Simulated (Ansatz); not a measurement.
# Si4GePt: what a guessed cell relaxes into, part 2 of 2

The task: take a trial cell of Si4GePt to zero force and stress.

Ansatz 0.2.0; DFT PBE, scalar-relativistic, plane waves, PAW. Earlier steps stand in the parts before.

### 4 Full relaxation

The end of the coarse run is made exact in the group found at a tolerance of 0.06 Å and reduced to its primitive cell.

Contents of input.yaml:

```yaml
crystal:
  lattice:
    - [0.0, 3.631017294, 3.631017294]
    - [3.631017294, 0.0, 3.631017294]
    - [3.631017294, 3.631017294, 0.0]
  atoms:
    - { symbol: Si, position: [0.6248057621, 0.6248057621, 0.1255827138] }
    - { symbol: Si, position: [0.6248057621, 0.1255827138, 0.6248057621] }
    - { symbol: Si, position: [0.1255827138, 0.6248057621, 0.6248057621] }
    - { symbol: Si, position: [0.6248057621, 0.6248057621, 0.6248057621] }
    - { symbol: Ge, position: [0.0, 0.0, 0.0] }
    - { symbol: Pt, position: [0.25, 0.25, 0.25] }
basis:
  ecutwfc: 420
kpoints:
  mp_grid: { grid: [10, 10, 10] }
hamiltonian:
  xc: pbe
scf:
  occupations: { method: gaussian, width: 0.1 }
output:
  forces: true
  stress: true
  eigenvalues: true
  write_density: true
  write_potential: true
  elf: true
  volumetric_format: npy
relax:
  adjacent_minimum: "off"
  f_tol: 0.01
  max_steps: 80
  cell: { stress_tol: 0.05 }
```

On the command line:

```sh
$ ansatz run input.yaml --threads 1 --pin off --max-ram 2560MiB --backend cpu --events-out ev --progress --plain --runs-dir out
```

Output:

```text
Warning: RAYON_NUM_THREADS=1 ignored (pool sized by the plan → 1); use --threads N
Engine: ansatz 0.2.0, x86_64-unknown-linux-gnu
Pseudopotentials: kind: paw
Pseudopotential: Si, paw, valence charge 4, recommended cutoff 420 eV (normal), Si.paw.azcp
Pseudopotential: Ge, paw, valence charge 14, recommended cutoff 420 eV (normal), Ge.paw.azcp
Pseudopotential: Pt, paw, valence charge 18, recommended cutoff 420 eV (normal), Pt.paw.azcp
Functional definition: PBE
  parameter kappa = 0.804
  parameter beta = 0.06672455060314922
  exchange = pbe_x(kappa = kappa, mu = beta*pi^2/3)
  correlation = pbe_c(beta = beta)
Crystal: 6 atoms, lattice volume = 95.745 Å³
Basis set: ecut = 420 eV, 1893 PW (Γ), exchange–correlation on 72×72×72 points (8 copies of the dense FFT grid, shifted against one another)
Bands: 30, of which v1, the nominal top of the filled ones, is band 24 counted from 1 (23 counted from 0)
Symmetry: 24 space group operations
Space group: F-43m (ITA 216), of the structure as read, at distance tolerance 4.6e-5 Å
k-points: 47 of 1000 (time reversal used)
Non-local potential: Si, projectors of the file, l = 0: 2, l = 1: 2, l = 2: 2
Non-local potential: Ge, projectors of the file, l = 0: 2, l = 1: 2, l = 2: 3, l = 3: 1
Non-local potential: Pt, projectors of the file, l = 0: 3, l = 1: 2, l = 2: 2, l = 3: 1
PAW form: soft (Blöchl's): semilocal exchange-correlation on the pseudo side does not see the compensation charge
PAW one-centre angular grid: Si, 110 points (default); XC on 64 Gauss nodes
PAW one-centre angular grid: Ge, 590 points (default); XC on 64 Gauss nodes
PAW one-centre angular grid: Pt, 590 points (default); XC on 64 Gauss nodes
Initial density: superposition of atomic densities (neutral atoms: chi_scale 0, normalization atom), corrected by the library's trained network
Initial wavefunctions: pseudopotential atomic-orbital guess
Functional: x = pbe(κ = 0.804, μ = 0.2195149727645171), c = pbe(β = 0.06672455060314922)
SCF iter   1: F=—  HF=-19358.181180 eV  |F-HF|=—  |Δ(HF+E_count)|=         —  Δρ=4.15e-3  dr2=1.88e-2  ethr=1.77e-3  ⟨swp⟩=5.8  Hψ=6040  notcnv=0
preconditioner: auto → Kerker (q_TF=auto, 2.432 Å⁻¹)  [metal: Δε(μ)=0.003 eV  Ē_g=6.861 eV  σ=0.100 eV  W_gap=0.02  n_scr=14 (ndim 8)  ℏωp=20.8 eV  f_vac=0.000  D(μ)=4.12/eV (n_scr^D=26)]
SCF iter   2: F=—  HF=-19358.179932 eV  |F-HF|=—  |Δ(HF+E_count)|=   1.25e-3  Δρ=2.35e-3  dr2=5.27e-3  ethr=3.91e-5  ⟨swp⟩=1.1  Hψ=1811  notcnv=0
SCF iter   3: F=—  HF=-19358.179026 eV  |F-HF|=—  |Δ(HF+E_count)|=   9.05e-4  Δρ=5.65e-4  dr2=4.80e-4  ethr=1.10e-5  ⟨swp⟩=2.5  Hψ=2326  notcnv=0
SCF iter   4: F=—  HF=-19358.178854 eV  |F-HF|=—  |Δ(HF+E_count)|=   1.72e-4  Δρ=1.37e-4  dr2=1.85e-5  ethr=9.99e-7  ⟨swp⟩=2.0  Hψ=2308  notcnv=0
SCF iter   5: F=—  HF=-19358.178858 eV  |F-HF|=—  |Δ(HF+E_count)|=   3.88e-6  Δρ=7.55e-5  dr2=3.51e-6  ethr=3.85e-8  ⟨swp⟩=2.3  Hψ=1793  notcnv=0
SCF iter   6: F=-19358.178858 eV  HF=-19358.178858 eV  |F-HF|=2.09e-8  |Δ(HF+E_count)|=   3.16e-9  Δρ=7.57e-6  dr2=6.15e-8  ethr=2.08e-10  ⟨swp⟩=9.5  Hψ=9866  notcnv=0
SCF 1 converged in 6 iterations: F = -19358.178858 eV  dr2 = 6.15e-8
relax step   1: F+E_penalty+E_count = -19358.17885817 eV  Δ(F+E_penalty+E_count) = +0.000e0 eV  max|allowed force component| = 1.092e-1 eV/Å  Δτ_max = 0.0000 Å  P = -0.029 GPa  Ω = 95.745 Å³  (6 SCF iters, dr2 threshold 1.00e-7 eV, accepted)
Crystal: 6 atoms, lattice volume = 95.705 Å³
Initial density: handed on by an earlier stage of this run
Initial wavefunctions: those handed on with the density
iter 1 solved again at ethr=1.89e-6 eV; its pass at ethr=3.10e-3 eV (dr2=9.09e-4 eV) is discarded
SCF iter   1: F=—  HF=-19358.182194 eV  |F-HF|=—  |Δ(HF+E_count)|=         —  Δρ=5.71e-4  dr2=9.85e-4  ethr=1.89e-6  ⟨swp⟩=2.1  Hψ=6101  notcnv=0
preconditioner: auto → Kerker (q_TF=auto, 2.432 Å⁻¹)  [metal: Δε(μ)=0.010 eV  Ē_g=6.857 eV  σ=0.100 eV  W_gap=0.05  n_scr=14 (ndim 8)  ℏωp=20.8 eV  f_vac=0.000  D(μ)=4.03/eV (n_scr^D=26)]
SCF iter   2: F=—  HF=-19358.182005 eV  |F-HF|=—  |Δ(HF+E_count)|=   1.89e-4  Δρ=3.37e-4  dr2=3.46e-4  ethr=1.89e-6  ⟨swp⟩=1.0  Hψ=1412  notcnv=0
SCF iter   3: F=—  HF=-19358.181915 eV  |F-HF|=—  |Δ(HF+E_count)|=   9.02e-5  Δρ=4.58e-5  dr2=1.33e-6  ethr=7.20e-7  ⟨swp⟩=2.0  Hψ=2038  notcnv=0
iter 4 did not close the SCF: its close was put off for the readings that it lacked (scf_convergence_deferred on its scf_iter line)
SCF iter   4: F=-19358.181915 eV  HF=-19358.181915 eV  |F-HF|=5.95e-8  |Δ(HF+E_count)|=   9.52e-8  Δρ=1.18e-5  dr2=1.35e-7  ethr=2.78e-9  ⟨swp⟩=2.0  Hψ=2112  notcnv=0
iter 5 did not close the SCF: its close was put off for the readings that it lacked (scf_convergence_deferred on its scf_iter line)
SCF iter   5: F=-19358.181915 eV  HF=-19358.181915 eV  |F-HF|=2.33e-8  |Δ(HF+E_count)|=   1.11e-8  Δρ=2.99e-6  dr2=5.74e-9  ethr=2.81e-10  ⟨swp⟩=2.2  Hψ=2330  notcnv=0
SCF iter   6: F=-19358.181915 eV  HF=-19358.181915 eV  |F-HF|=2.22e-10  |Δ(HF+E_count)|=   1.03e-8  Δρ=9.17e-7  dr2=5.87e-10  ethr=1.20e-11  ⟨swp⟩=4.9  Hψ=7555  notcnv=0
SCF 2 converged in 6 iterations: F = -19358.181915 eV  dr2 = 5.87e-10
relax step   2: F+E_penalty+E_count = -19358.18191478 eV  Δ(F+E_penalty+E_count) = -3.057e-3 eV  max|allowed force component| = 5.248e-2 eV/Å  Δτ_max = 0.0054 Å  P = -0.012 GPa  Ω = 95.705 Å³  energy of the carried Pulay correction = +7.817e-6 eV  (6 SCF iters, dr2 threshold 6.00e-7 eV, accepted)
Crystal: 6 atoms, lattice volume = 95.689 Å³
iter 1 solved again at ethr=1.55e-6 eV; its pass at ethr=3.10e-3 eV (dr2=7.45e-4 eV) is discarded
SCF iter   1: F=—  HF=-19358.183064 eV  |F-HF|=—  |Δ(HF+E_count)|=         —  Δρ=5.17e-4  dr2=8.09e-4  ethr=1.55e-6  ⟨swp⟩=2.1  Hψ=6068  notcnv=0
preconditioner: auto → Kerker (q_TF=auto, 2.432 Å⁻¹)  [metal: Δε(μ)=0.014 eV  Ē_g=6.858 eV  σ=0.100 eV  W_gap=0.08  n_scr=14 (ndim 8)  ℏωp=20.8 eV  f_vac=0.000  D(μ)=4.01/eV (n_scr^D=26)]
SCF iter   2: F=—  HF=-19358.182908 eV  |F-HF|=—  |Δ(HF+E_count)|=   1.55e-4  Δρ=3.07e-4  dr2=2.86e-4  ethr=1.55e-6  ⟨swp⟩=1.0  Hψ=1412  notcnv=0
SCF iter   3: F=—  HF=-19358.182830 eV  |F-HF|=—  |Δ(HF+E_count)|=   7.84e-5  Δρ=4.23e-5  dr2=1.19e-6  ethr=5.96e-7  ⟨swp⟩=2.1  Hψ=2044  notcnv=0
SCF iter   4: F=—  HF=-19358.182830 eV  |F-HF|=—  |Δ(HF+E_count)|=   3.86e-7  Δρ=1.12e-5  dr2=1.29e-7  ethr=2.48e-9  ⟨swp⟩=2.0  Hψ=2358  notcnv=0
iter 5 did not close the SCF: its close was put off for the readings that it lacked (scf_convergence_deferred on its scf_iter line)
SCF iter   5: F=-19358.182830 eV  HF=-19358.182830 eV  |F-HF|=4.87e-8  |Δ(HF+E_count)|=   2.08e-8  Δρ=4.23e-6  dr2=1.44e-8  ethr=2.69e-10  ⟨swp⟩=2.1  Hψ=2321  notcnv=0
SCF iter   6: F=-19358.182830 eV  HF=-19358.182830 eV  |F-HF|=3.27e-11  |Δ(HF+E_count)|=   2.13e-8  Δρ=8.87e-7  dr2=5.08e-10  ethr=3.00e-11  ⟨swp⟩=5.0  Hψ=7800  notcnv=0
SCF 3 converged in 6 iterations: F = -19358.182830 eV  dr2 = 5.08e-10
relax step   3: F+E_penalty+E_count = -19358.18282954 eV  Δ(F+E_penalty+E_count) = -9.148e-4 eV  max|allowed force component| = 2.614e-4 eV/Å  Δτ_max = 0.0050 Å  P = -0.006 GPa  Ω = 95.689 Å³  energy of the carried Pulay correction = +1.089e-5 eV  (6 SCF iters, dr2 threshold 1.72e-7 eV, accepted)
Initial wavefunctions: pseudopotential atomic-orbital guess (no wavefunctions were taken with the density)
iter 1 solved again at ethr=7.45e-7 eV; its pass at ethr=3.10e-3 eV (dr2=3.57e-4 eV) is discarded
SCF iter   1: F=—  HF=-19358.182802 eV  |F-HF|=—  |Δ(HF+E_count)|=         —  Δρ=1.30e-6  dr2=8.12e-10  ethr=7.45e-7  ⟨swp⟩=3.0  Hψ=9234  notcnv=0
eigensolver tolerance schedule: the retry pair's looser diagonalisation over-reported the residual by 440313.50 of it (diagonalisation noise at an unbounded share of the residual, at the tolerance the schedule requests for it); recorded, not acted on — ethr = c·dr2/N_el stays at c = 1.0e-1
preconditioner: auto → Kerker (q_TF=auto, 2.432 Å⁻¹)  [metal: Δε(μ)=0.015 eV  Ē_g=6.859 eV  σ=0.100 eV  W_gap=0.08  n_scr=14 (ndim 8)  ℏωp=20.8 eV  f_vac=0.000  D(μ)=4.02/eV (n_scr^D=26)]
SCF iter   2: F=—  HF=-19358.182813 eV  |F-HF|=—  |Δ(HF+E_count)|=   1.08e-5  Δρ=8.54e-7  dr2=3.87e-10  ethr=1.69e-12  ⟨swp⟩=3.4  Hψ=3439  notcnv=0
SCF iter   3: F=—  HF=-19358.182813 eV  |F-HF|=—  |Δ(HF+E_count)|=  7.64e-11  Δρ=4.06e-7  dr2=1.17e-10  ethr=1.00e-12  ⟨swp⟩=1.0  Hψ=1410  notcnv=0
iter 4 did not close the SCF: its close was put off for the readings that it lacked (scf_convergence_deferred on its scf_iter line)
SCF iter   4: F=-19358.182813 eV  HF=-19358.182813 eV  |F-HF|=7.28e-12  |Δ(HF+E_count)|=  1.82e-11  Δρ=5.16e-8  dr2=2.61e-12  ethr=1.00e-12  ⟨swp⟩=1.0  Hψ=1410  notcnv=0
iter 5 did not close the SCF: its close was put off for the readings that it lacked (scf_convergence_deferred on its scf_iter line)
SCF iter   5: F=-19358.182813 eV  HF=-19358.182813 eV  |F-HF|=7.28e-12  |Δ(HF+E_count)|=  3.64e-12  Δρ=2.57e-8  dr2=5.46e-13  ethr=1.00e-12  ⟨swp⟩=1.0  Hψ=1410  notcnv=0
iter 6 did not close the SCF: its close was put off for the readings that it lacked (scf_convergence_deferred on its scf_iter line)
SCF iter   6: F=-19358.182813 eV  HF=-19358.182813 eV  |F-HF|=0.00e0  |Δ(HF+E_count)|=  3.64e-12  Δρ=5.23e-9  dr2=2.19e-14  ethr=1.00e-12  ⟨swp⟩=1.0  Hψ=1410  notcnv=0
iter 7 did not close the SCF: its close was put off for the readings that it lacked (scf_convergence_deferred on its scf_iter line)
SCF iter   7: F=-19358.182813 eV  HF=-19358.182813 eV  |F-HF|=3.64e-12  |Δ(HF+E_count)|=  3.64e-12  Δρ=3.05e-9  dr2=6.35e-15  ethr=1.00e-12  ⟨swp⟩=1.0  Hψ=1410  notcnv=0
SCF iter   8: F=-19358.182813 eV  HF=-19358.182813 eV  |F-HF|=3.64e-12  |Δ(HF+E_count)|=    0.00e0  Δρ=5.75e-10  dr2=4.65e-16  ethr=1.00e-12  ⟨swp⟩=2.3  Hψ=4039  notcnv=0
SCF 4 converged in 8 iterations: F = -19358.182813 eV  dr2 = 4.65e-16
relax step   4: F+E_penalty+E_count = -19358.18281314 eV  Δ(F+E_penalty+E_count) = +1.639e-5 eV  max|allowed force component| = 2.566e-4 eV/Å  Δτ_max = 0.0000 Å  P = -0.006 GPa  Ω = 95.689 Å³  stress off target by 5.94e-3 GPa  SCF on the basis re-selected at this cell (its energy is not comparable with the rows above)  (8 SCF iters)
basis re-selected at this cell: Δ(F+E_penalty+E_count) = +1.639e-5 eV, ΔP = +0.000 GPa vs the last step (what re-selecting the basis moved, of the pressure what is left beyond the Pulay correction that the steps carried, after the strain that the cell walked since its last selection, with what the two solves' SCF thresholds leave and, on support functions, any second-order correction that the steps lacked; it is no measure of the basis error at this ecutwfc). This SCF's stress stands 5.94e-3 GPa from its target on what of the cell is left free (relax.cell.stress_tol is 5.00e-2 GPa) and its largest allowed force component is 2.57e-4 eV/Å (relax.f_tol is 1.00e-2 eV/Å): within both
SCF converged after 8 iterations
Free energy (F): -19358.182813 eV
Harris-Foulkes:  -19358.182813 eV  (|F-HF|=3.64e-12)
Internal energy: -19358.162729 eV  (E = F + TS)
E sigma→0 (E₀):  -19358.172771 eV
Entropy (-TS):   -0.020084 eV (-3.347 meV/atom)
Fermi energy:    12.224219 eV
--- Per-component energies (eV) ---
  E_band       = -314.532252
  E_kinetic    = 911.120194
  E_local      = -5004.113603  (includes V_loc(G=0)·N_el)
  E_nonlocal   = 717.834636
  E_hartree    = 2109.360250
  E_xc         = -560.449702
  E_vxc        = -557.089791  (∫ρ·V_xc dr)
  E_paw        = -13518.191674  (= ΣΔE_a)
  E_vpaw       = -601.004706  (= ΣTr[D̂ρ^β])
  E_aug_tail   = 0.000519  (compensation charges beyond the density's cutoff)
  E_ewald      = -4013.723348
  E_smearing   = -0.020084  (= −TS)
  E_closure    = 0.000000  (closes the sum)
  Σ components = -19358.182813   (vs F -19358.182813, Δ=0.00e0)
--- Forces (eV/Å), atoms counted from 1 ---
  atom   1  Si    -0.00025663    -0.00025663     0.00025663
  atom   2  Si    -0.00025663     0.00025663    -0.00025663
  atom   3  Si     0.00025663    -0.00025663    -0.00025663
  atom   4  Si     0.00025663     0.00025663     0.00025663
  atom   5  Ge    -0.00000000    -0.00000000    -0.00000000
  atom   6  Pt     0.00000000     0.00000000     0.00000000
  max |Σ_I F_I| component: 6.88e-17 eV/Å
--- Stress (GPa, compression-positive) ---
       -0.005937      -0.000000      -0.000000
       -0.000000      -0.005937      -0.000000
       -0.000000      -0.000000      -0.005937
  P = ⅓ Tr σ = -0.0059 GPa (-0.059 kbar)
--- Band table (eV; the first three rows and the last of 47) ---
  k-point 0: bands = ["-85.7208", "-39.9730", "-39.9730", "-39.9730", "-12.6183", "-12.6183", "-12.6151", "-12.6151", "-12.6151", "-1.4637", "4.9116", "5.8311", "6.2296", "6.2296", "6.2296", "7.2430", "7.2430", "7.2430", "7.9998", "7.9998", "11.1135", "11.1135", "11.1135", "11.7977", "11.7977", "11.7977", "12.2580", "12.8526", "12.8526", "19.5511"]
  k-point 1: bands = ["-85.7207", "-39.9730", "-39.9730", "-39.9730", "-12.6183", "-12.6183", "-12.6151", "-12.6151", "-12.6151", "-1.3838", "4.4552", "5.3967", "6.1284", "6.1284", "6.5066", "7.1990", "7.1990", "8.0097", "8.2609", "8.2609", "10.4686", "10.8734", "10.8734", "11.6817", "11.7158", "11.7158", "13.3073", "13.3073", "13.3630", "18.4784"]
  k-point 2: bands = ["-85.7207", "-39.9730", "-39.9730", "-39.9730", "-12.6183", "-12.6183", "-12.6152", "-12.6150", "-12.6150", "-1.1469", "3.5079", "4.9229", "5.8995", "5.8995", "7.1215", "7.2204", "7.2204", "8.7673", "8.7673", "8.8241", "10.1582", "10.4182", "10.4182", "11.7174", "11.7174", "11.8159", "14.1991", "14.1991", "14.9871", "16.7417"]
  k-point 46: bands = ["-85.7207", "-39.9731", "-39.9730", "-39.9730", "-12.6186", "-12.6181", "-12.6153", "-12.6149", "-12.6145", "1.0574", "1.2692", "2.3554", "3.8710", "6.3154", "7.5815", "7.7763", "8.4073", "9.2010", "9.2474", "10.0110", "10.0825", "11.0415", "12.2014", "12.5168", "12.7623", "14.1194", "14.4411", "14.8189", "14.9441", "15.9736"]
--- Relaxed structure (3 steps of the walk, 3 accepted, 1 SCFs on fresh bases) ---
  F+E_penalty+E_count = -19358.18281314 eV   max|allowed force component| = 2.566e-4 eV/Å   (the final SCF, on the basis selected at the relaxed cell)
  cell:  # Å, volume = 95.6894 Å³
    - [-5.413240411183443e-34, 3.6303178959037163, 3.6303178959037163]
    - [3.6303178959037163, 1.2184101832733113e-34, 3.6303178959037163]
    - [3.6303178959037163, 3.6303178959037163, 1.1711690883667566e-33]
  atoms:
    - { symbol: Si, position: [0.6256341219624311, 0.6256341219624311, 0.12309763411270713] }
    - { symbol: Si, position: [0.6256341219624311, 0.12309763411270713, 0.6256341219624311] }
    - { symbol: Si, position: [0.12309763411270713, 0.6256341219624311, 0.6256341219624311] }
    - { symbol: Si, position: [0.6256341219624311, 0.6256341219624311, 0.6256341219624311] }
    - { symbol: Ge, position: [8.957837808998377e-20, 4.976576416946905e-20, -8.957838455233226e-20] }
    - { symbol: Pt, position: [0.24999999999999994, 0.24999999999999994, 0.24999999999999994] }
```

It took 69 s on 1 thread of Intel Xeon at 2.70GHz, shared host; peak memory 0.46 GiB.

Step by step:

```
step  energy from step 1 (eV/cell)  largest force component (eV/Å)  pressure (GPa)  volume (Å³)
   1                        0.0000                          0.1092           -0.03        95.74
   2                       -0.0031                          0.0525           -0.01        95.71
   3                       -0.0040                          0.0003           -0.01        95.69
   4                       -0.0040                          0.0003           -0.01        95.69
```

Step 1 is the start. Step 4 repeats the geometry before it on a plane-wave basis chosen anew for that cell, so its energy need not be comparable with the rows above.

Lengths and angles in the start's conventional setting:

|  | before | after | change |
| --- | --- | --- | --- |
| a (Å) | 7.262 | 7.261 | 0.0 % |
| b (Å) | 7.262 | 7.261 | 0.0 % |
| c (Å) | 7.262 | 7.261 | 0.0 % |
| volume (Å³/atom) | 15.96 | 15.95 | -0.1 % |
| shortest distance (Å) | 2.564 | 2.554 | -0.4 % |
| space group (0.01 Å) | F-43m | F-43m | same |

Forces and stress were held to the start's 24 operations: a distortion of lower symmetry was not tested.

The maps below are laid out on this run's own conventional cell (a, b, c = 7.261, 7.261, 7.261 Å).

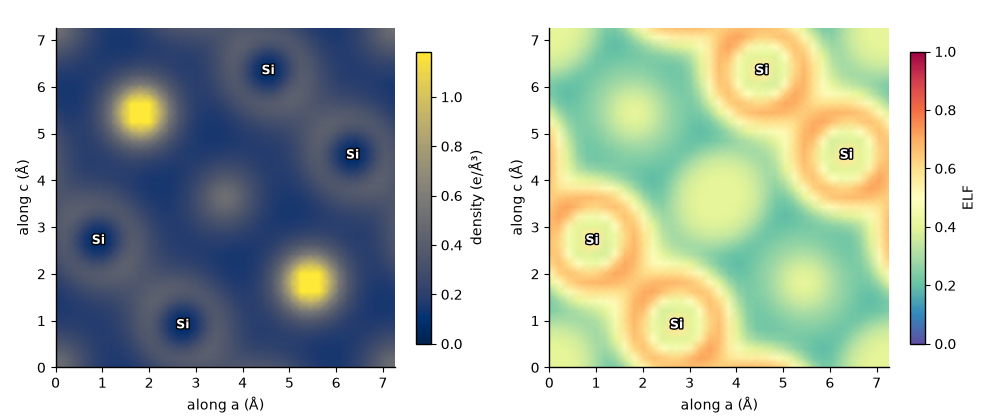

Density (left) and ELF (right) in a lattice plane of the grid's cell (edges 7.26 and 7.26 Å, at 0.126 of the third edge), which holds Si. Only atoms in the plane are labelled; the density scale stops at 1.18 e/Å³. Both are smooth fields of the valence electrons: close to the nuclei they are not physical.

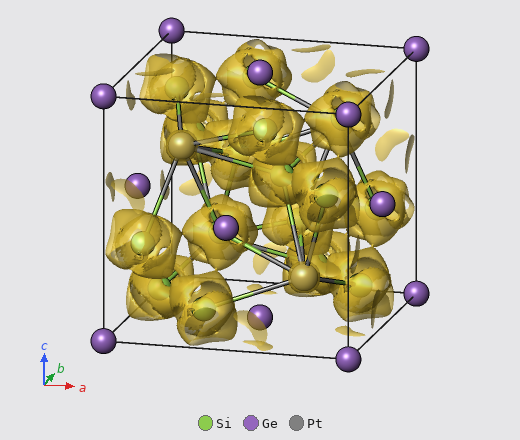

Surface of ELF = 0.66, drawn in one cell.

Outside the cores ELF peaks at 0.72 on the Si–Si line, 0.9 Å from Si.

### 5 What came out

What follows sums up all 2 parts. Changes of volume or cell count from the first structure of part 1.

```
                              quantity                                                                      value
symmetry at the end (tolerance 0.05 Å)                                                space group F-43m (No. 216)
                     conventional cell  a = 7.261 Å, b = 7.261 Å, c = 7.261 Å, α = 90.00°, β = 90.00°, γ = 90.00°
                                volume                                                              15.95 Å³/atom
              energy over the elements                                                              +0.51 eV/atom
                       gap on the mesh                                                               none (metal)
```

The space group F-43m (No. 216) is kept, and the volume per atom grows by 10.1 % from the first guess. With a positive formation energy it can't be a ground state. No finished test with a distortion of lower symmetry is shown, so the end may be a saddle point. Spin-orbit coupling is left out for Pt.
